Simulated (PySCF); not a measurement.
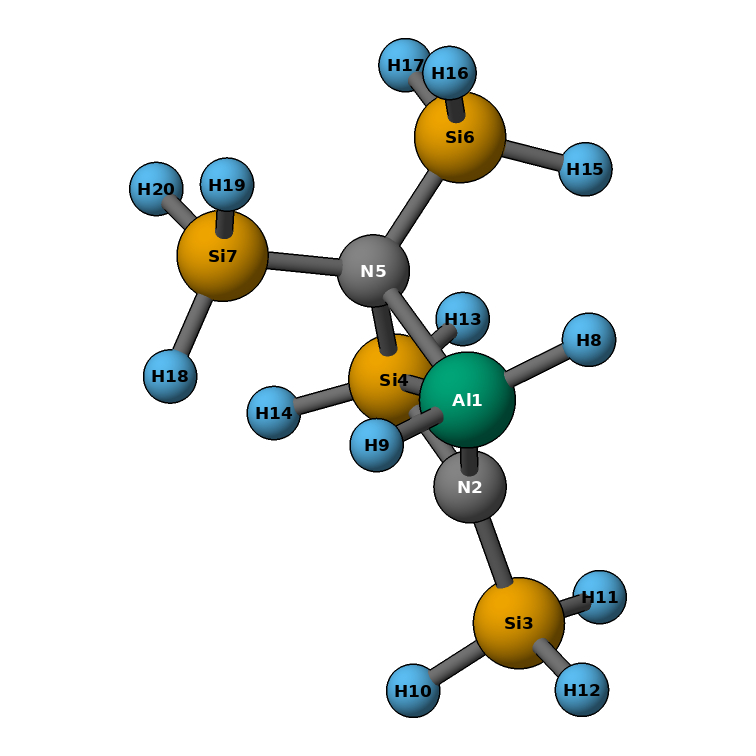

Computed geometry: GFN2-xTB optimisation. No frequency run is at hand to confirm it as a minimum. Properties computed with GIAO PBE0/pcSseg-1 NMR shielding, non-relativistic, gas phase (PySCF 2.14.0). Principal shieldings σ11 ≤ σ22 ≤ σ33, span Ω = σ33 − σ11, skew κ = 3(σiso − σ22)/Ω.

### Which N atom has the most anisotropic shielding?

N5, with a span of 77 ppm.

Give the shielding tensors of the N atoms.

```json
{"atom": "N2", "σ11": "234.3", "σ22": "237.9", "σ33": "269.0", "σiso": "247.0", "Ω": "34.6", "κ": "0.79"}
{"atom": "N5", "σ11": "217.8", "σ22": "279.0", "σ33": "294.7", "σiso": "263.9", "Ω": "76.9", "κ": "−0.59"}
```

Shieldings and span in ppm.

The geometry is semi-empirical. Around Al, Si such bond lengths and angles can be off by a tenth of an ångström or more and by several degrees, and values that hang on the shape move with them.
